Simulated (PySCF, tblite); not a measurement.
# C4H5BCl2: geometry, infrared bands and NMR shifts

What infrared bands and NMR shifts should C4H5BCl2 (`ClB(Cl)C=C1CC1`) show?

The runs use tblite 0.8.0 and PySCF 2.14.0, with density-fitted response routines of our own; the level of theory stands in each step. All values are computed, except where a source is named. Atoms are numbered from 0 throughout.

### Step 1. The molecule as given

12 atoms, charge 0, multiplicity 1; geometry from: force field or distance geometry start.

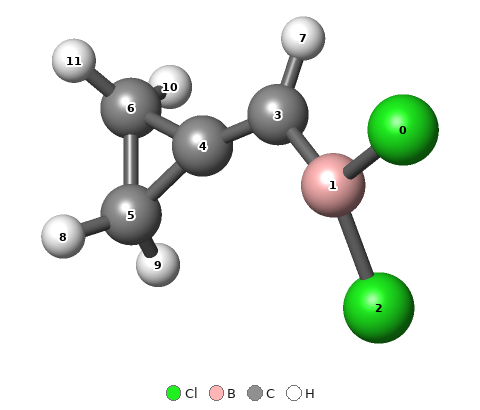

The starting geometry (chlorine green, boron pink, carbon grey, hydrogen white), atoms numbered.

### Step 2. Optimising the geometry with GFN2-xTB

What the job is given:

```
{"job": {"kind": "relax", "xc": "GFN2-xTB", "basis": "xTB"}, "charge": 0, "multiplicity": 1}
Cl     3.427500     1.502100     1.260900
B      2.158800     0.292200     0.613400
Cl     2.868300    -1.282400    -0.097700
C      0.784200     0.856000     0.144200
C     -0.308500     0.074900     0.078400
C     -1.121600    -1.143500     0.162800
C     -1.769600     0.145300    -0.305200
H      0.760600     1.918000    -0.105300
H     -1.525100    -1.521800     1.121500
H     -1.026000    -1.882800    -0.674700
H     -1.878400     0.354600    -1.382400
H     -2.368800     0.686800     0.452300
```

Run with:

```bash
$ OMP_NUM_THREADS=1 python probes_run.py task.json out
```

The driver reads the jobs from task.json and runs them one after another.

Standard output:

```text
step      E/eV     max force
  0    -582.83576    2.132
  1    -583.14112    1.621
  2    -583.44001    2.271
  3    -583.49456    1.162
  4    -583.53281    0.353
  5    -583.54911    0.285
  6    -583.55923    0.278
  7    -583.56958    0.253
  8    -583.57786    0.276
  9    -583.58456    0.213
 10    -583.58853    0.173
 11    -583.59185    0.161
 12    -583.59616    0.206
 13    -583.60193    0.265
 14    -583.60757    0.213
 15    -583.61174    0.208
 16    -583.61526    0.207
 17    -583.61968    0.238
 18    -583.62532    0.298
 19    -583.63078    0.225
 20    -583.63494    0.174
 21    -583.63834    0.171
 22    -583.64193    0.210
 23    -583.64607    0.235
 24    -583.65005    0.153
 25    -583.65346    0.147
 26    -583.65691    0.179
 27    -583.66130    0.246
 28    -583.66647    0.271
 29    -583.67084    0.177
 30    -583.67317    0.134
 31    -583.67418    0.066
 32    -583.67492    0.080
 33    -583.67572    0.090
 34    -583.67662    0.147
 35    -583.67769    0.155
 36    -583.67900    0.112
 37    -583.68060    0.088
 38    -583.68154    0.076
 39    -583.68221    0.066
 40    -583.68281    0.083
 41    -583.68360    0.084
 42    -583.68447    0.083
 43    -583.68516    0.060
 44    -583.68562    0.060
 45    -583.68605    0.067
 46    -583.68670    0.073
 47    -583.68773    0.098
 48    -583.68903    0.099
 49    -583.69024    0.079
 50    -583.69106    0.072
 51    -583.69163    0.068
 52    -583.69229    0.067
 53    -583.69300    0.091
 54    -583.69381    0.079
 55    -583.69473    0.070
 56    -583.69553    0.083
 57    -583.69604    0.064
 58    -583.69660    0.054
 59    -583.69687    0.033
 60    -583.69705    0.028
 61    -583.69713    0.022
 62    -583.69717    0.020
 63    -583.69721    0.016
 64    -583.69723    0.012
 65    -583.69726    0.012
 66    -583.69727    0.009
```

Wall time 0.44 s (1 thread of Arm Neoverse V1, shared host).

Along the way: (not every step is listed)

```csv
step,energy from step 0 (eV),largest force (eV/Å)
0,0.0000,2.1321
1,-0.3054,1.6207
2,-0.6042,2.2709
3,-0.6588,1.1620
4,-0.6970,0.3528
5,-0.7133,0.2852
6,-0.7235,0.2781
7,-0.7338,0.2534
8,-0.7421,0.2761
13,-0.7662,0.2646
18,-0.7896,0.2979
23,-0.8103,0.2351
28,-0.8307,0.2711
33,-0.8400,0.0895
38,-0.8458,0.0755
43,-0.8494,0.0601
48,-0.8533,0.0986
53,-0.8572,0.0906
58,-0.8608,0.0540
61,-0.8614,0.0220
62,-0.8614,0.0195
63,-0.8614,0.0155
64,-0.8615,0.0124
65,-0.8615,0.0122
66,-0.8615,0.0095
```

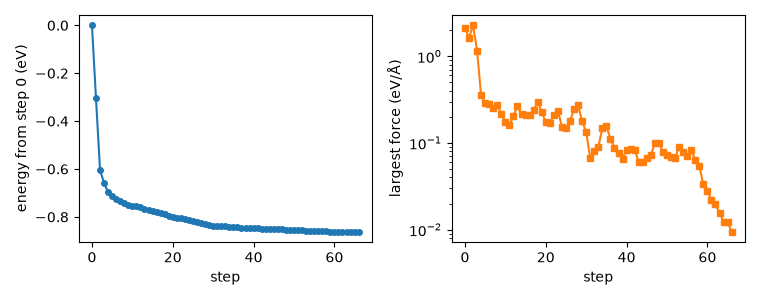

Energy and largest force along the relaxation.

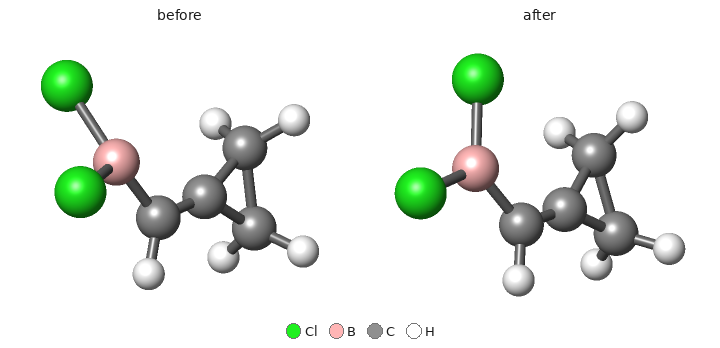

The geometry before (left) and after (right).

Distances of close pairs at the start and the end, largest changes first:

```csv
bond,before (Å),after (Å),change (Å)
Cl0–B1,1.869,1.724,-0.145
B1–Cl2,1.868,1.724,-0.144
C4–C6,1.512,1.460,-0.052
C5–H9,1.121,1.080,-0.041
C5–H8,1.107,1.080,-0.027
C6–H11,1.107,1.081,-0.027
C6–H10,1.103,1.081,-0.022
C3–C4,1.345,1.327,-0.018
```

The end geometry stands in the next job.

### Step 3. Infrared spectrum with GFN2-xTB

What the job is given:

```
{"job": {"kind": "ir", "xc": "GFN2-xTB", "basis": "xTB"}, "charge": 0, "multiplicity": 1}
Cl     3.534954     1.303342     0.738647
B      2.144713     0.304639     0.530950
Cl     2.323976    -1.400403     0.710213
C      0.775775     0.929283     0.193066
C     -0.332707     0.221295     0.018676
C     -0.971013    -1.089965    -0.009492
C     -1.761961     0.177790    -0.278073
H      0.703189     2.006849     0.089493
H     -1.122130    -1.610669     0.924661
H     -0.751862    -1.750937    -0.835198
H     -2.085992     0.382061    -1.288485
H     -2.455742     0.526031     0.473671
```

Standard output:

```text
mode    cm-1     km/mol
  1      50.3      0.00
  2      87.6      0.43
  3     129.6      0.15
  4     223.0      2.70
  5     244.0      1.37
  6     311.1      0.43
  7     387.1      0.25
  8     453.7     15.95
  9     578.8      8.13
 10     753.1      3.28
 11     758.0     94.94
 12     766.1     12.77
 13     834.8     24.95
 14     932.0      8.86
 15    1019.2     36.97
 16    1024.0      0.09
 17    1053.7      7.00
 18    1061.2    149.70
 19    1073.7     24.78
 20    1121.1      0.09
 21    1169.8     13.15
 22    1294.7     65.78
 23    1408.7      2.58
 24    1433.6      0.80
 25    1822.2    280.94
 26    3025.4     26.70
 27    3073.8      1.74
 28    3074.6      9.27
 29    3082.3     15.96
 30    3090.7     17.87
```

Wall time 0.38 s (1 thread of Arm Neoverse V1, shared host).

Which atoms move in the most intense modes:

```csv
cm⁻¹,km/mol,atoms
758,94.9,B1 74 %
835,24.9,"C3 30 %, C5 17 %, C6 13 %, B1 13 %"
1019,37.0,"C4 29 %, H10 18 %, H11 16 %, C5 13 %"
1061,149.7,"B1 43 %, C3 15 %, H7 11 %"
1074,24.8,"C6 29 %, C5 20 %, C4 11 %, B1 11 %"
1295,65.8,"H7 52 %, C3 25 %"
1822,280.9,"C4 66 %, C3 25 %"
3025,26.7,H7 93 %
```

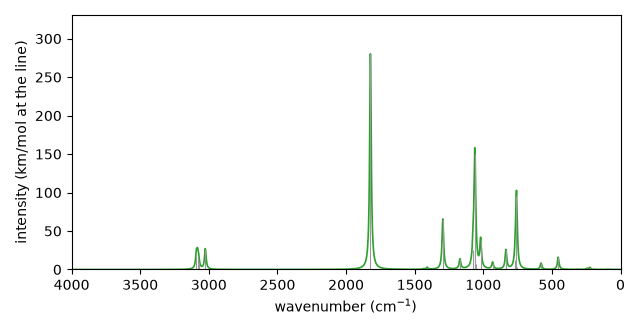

The infrared spectrum from these modes, unscaled. Lines are broadened to a width of 14 cm⁻¹ (Lorentzian).

### Step 4. Nuclear shieldings: PBE0/pcSseg-1

The job, as its differences from that of step 3:

```diff
@@ -1,2 +1,2 @@
-{"job": {"kind": "ir", "xc": "GFN2-xTB", "basis": "xTB"}, "charge": 0, "multiplicity": 1}
+{"job": {"kind": "nmr", "xc": "PBE0", "basis": "pcSseg-1"}, "charge": 0, "multiplicity": 1}
 Cl     3.534954     1.303342     0.738647
```

With the program's defaults for keys left out, this is: GIAO PBE0/pcSseg-1 NMR shielding, non-relativistic, gas phase.

Standard output:

```text
coarse grid: 11784 points
cycle   1  E = -1100.0553618604  dE =  1.098e+00  |g| = 3.497e-01  |ddm| = 3.335e+00
cycle   2  E = -1100.0598536840  dE = -4.492e-03  |g| = 3.486e-01  |ddm| = 6.404e-01
cycle   3  E = -1100.0896673325  dE = -2.981e-02  |g| = 3.257e-02  |ddm| = 2.980e-01
cycle   4  E = -1100.0898545530  dE = -1.872e-04  |g| = 1.981e-02  |ddm| = 5.523e-02
cycle   5  E = -1100.0899523592  dE = -9.781e-05  |g| = 7.110e-03  |ddm| = 2.516e-02
cycle   6  E = -1100.0899640635  dE = -1.170e-05  |g| = 2.119e-03  |ddm| = 7.105e-03
cycle   7  E = -1100.0899650611  dE = -9.976e-07  |g| = 6.929e-04  |ddm| = 2.278e-03
final grid: 106392 points
cycle   8  E = -1100.1275879412  dE = -3.295e-05  |g| = 7.341e-03  |ddm| = 2.968e-02
cycle   9  E = -1100.1275826989  dE =  5.242e-06  |g| = 8.337e-03  |ddm| = 1.479e-02
cycle  10  E = -1100.1276008248  dE = -1.813e-05  |g| = 1.565e-03  |ddm| = 8.973e-03
cycle  11  E = -1100.1276013537  dE = -5.289e-07  |g| = 4.627e-04  |ddm| = 1.551e-03
cycle  12  E = -1100.1276014040  dE = -5.026e-08  |g| = 9.522e-05  |ddm| = 4.408e-04
cycle  13  E = -1100.1276014061  dE = -2.135e-09  |g| = 2.672e-05  |ddm| = 1.332e-04
cycle  14  E = -1100.1276014063  dE = -1.746e-10  |g| = 6.011e-06  |ddm| = 3.402e-05
converged SCF energy = -1100.1276014063

GIAO shielding tensors (ppm)
atom      isotropic    diamagn.    paramagn.     s11        s22        s33       span
  0 Cl     697.172    1146.190    -449.018    441.948    762.715    886.854    444.905
  1 B       48.488     190.963    -142.475     22.784     37.207     85.472     62.688
  2 Cl     722.836    1148.437    -425.601    462.489    760.830    945.189    482.701
  3 C       61.203     257.110    -195.907    -33.135     55.338    161.406    194.541
  4 C       14.607     258.515    -243.908    -82.590    -68.733    195.142    277.732
  5 C      178.407     252.991     -74.585    150.137    167.701    217.382     67.245
  6 C      182.027     254.018     -71.991    155.915    167.567    222.600     66.685
  7 H       24.836      31.199      -6.363     21.904     23.645     28.959      7.056
  8 H       30.239      30.352      -0.113     25.211     27.521     37.984     12.773
  9 H       30.246      30.546      -0.300     25.222     27.518     37.999     12.777
 10 H       30.484      30.222       0.262     25.586     26.491     39.374     13.788
 11 H       30.483      30.044       0.438     25.593     26.487     39.368     13.775
```

Wall time 20 s (1 thread of Arm Neoverse V1, shared host); peak memory 0.8 GiB.

Shifts follow as δ = σ(reference) − σ, with reference shieldings (ppm) from runs at the same level and on the same kind of geometry: 1H TMS 31.72, 13C TMS 186.9, 11B BF3·OEt2 100.1, 35Cl HCl 950. The references are single molecules in the gas phase. Atoms listed in one row are averaged.

```csv
atoms,environment,σ (ppm),δ (ppm),δ scaled to CDCl3
C4,fully substituted alkene carbon,14.6,172.3,166.3
C3,alkene CH,61.2,125.7,120.8
C5,three-membered-ring carbon,178.4,8.5,6.4
C6,three-membered-ring carbon,182.0,4.9,2.9
H7,hydrogen on an alkene CH,24.84,6.88,6.59
"H8, H9",hydrogen on a three-membered-ring carbon,30.24,1.47,1.50
"H10, H11",hydrogen on a three-membered-ring carbon,30.48,1.23,1.27
"Cl0, Cl2",chlorine bonded to B,710,240,–
B1,"boron bonded to C, 2 Cl",48.5,51.6,–
```

The scaled column applies a straight-line fit of computed shieldings to shifts measured in CDCl3, with any fitted terms for Cl, Br or S neighbours (root-mean-square error 0.16 ppm for H, 1.9 ppm for C).

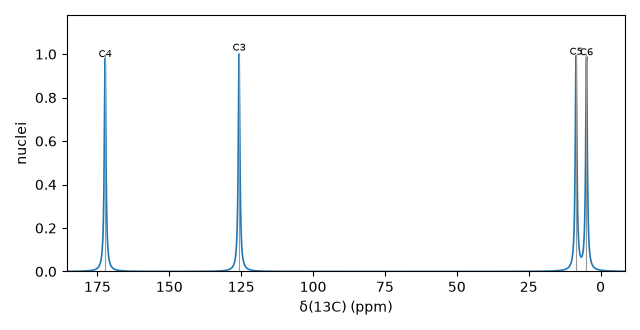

13C lines at the computed shifts, without couplings. Lines are broadened to a width of 0.67 ppm (Lorentzian).

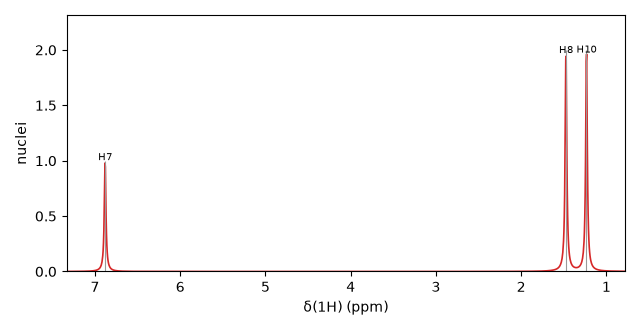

1H lines at the computed shifts, without couplings. Lines are broadened to a width of 0.02 ppm (Lorentzian).

The run also stored atomic charges by several schemes (e):

```csv
atoms,Mulliken,IAO,Hirshfeld,ESP fit
"Cl0, Cl2",-0.19,-0.05,-0.06,-0.14
B1,0.49,0.12,0.14,0.28
C3,-0.28,-0.33,-0.15,-0.38
C4,-0.17,0.09,0.03,0.29
C5,-0.20,-0.30,-0.09,-0.17
C6,-0.19,-0.31,-0.08,-0.50
```

Mulliken charges:

```csv
atom,value (e)
Cl0,-0.19
B1,0.49
Cl2,-0.19
C3,-0.28
C4,-0.17
C5,-0.20
C6,-0.19
H7,0.12
H8,0.15
H9,0.15
H10,0.15
H11,0.15
```

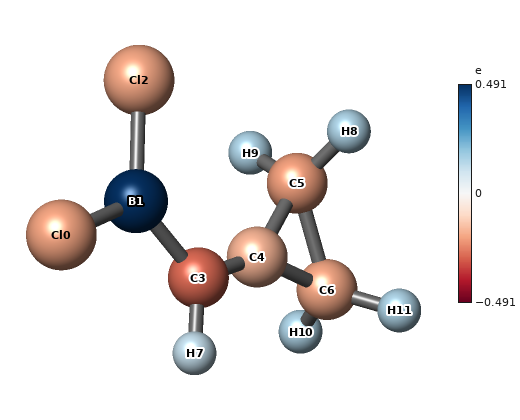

Mulliken charges, as colours on the atoms.

Mayer bond orders: Cl0–B1 1.13, B1–Cl2 1.14, B1–C3 1.05, C3–C4 1.86, C4–C5 0.97, C5–C6 0.98, C6–C4 0.97.

Ring of atoms C4, C5, C6: NICS(0) -27.2, NICS(1) -7.6, NICS(1)zz -18.3 ppm (means of both faces).

In rings of three or four atoms NICS is ruled by the nearby σ bonds, so it says little on aromaticity.

### Step 5. Outcome

| quantity | value |
| --- | --- |
| strongest single infrared mode (GFN2-xTB) | 1822 cm⁻¹, 281 km/mol |
| zero-point energy (GFN2-xTB) | 50.5 kcal/mol |
| 13C shifts against TMS (PBE0/pcSseg-1) | 172.3, 125.7, 8.5, 4.9 ppm |
| 1H shifts against TMS (PBE0/pcSseg-1, means over atoms taken as alike) | 6.88, 1.47, 1.23 ppm |
| 35Cl shifts against HCl (PBE0/pcSseg-1, means over atoms taken as alike) | 240 ppm |
| 11B shifts against BF3·OEt2 (PBE0/pcSseg-1) | 51.6 ppm |

Relaxing lowered the energy by 0.862 eV in 66 steps; the close pair that moved most is Cl0–B1, from 1.869 to 1.724 Å. All 30 modes are real, so the xTB geometry is a minimum. The strongest single mode, at 1822 cm⁻¹, moves mainly C4. GFN2-xTB is a fitted tight-binding method: band positions and strengths are rough. Its intensities can rank the bands wrongly. H7 (hydrogen on an alkene CH) lies farthest downfield among hydrogen, at 6.88 ppm; olefinic region. At PBE0/pcSseg-1: The widest tensor belongs to Cl0, Cl2: span 464 ppm, with a paramagnetic part of -437 ppm.
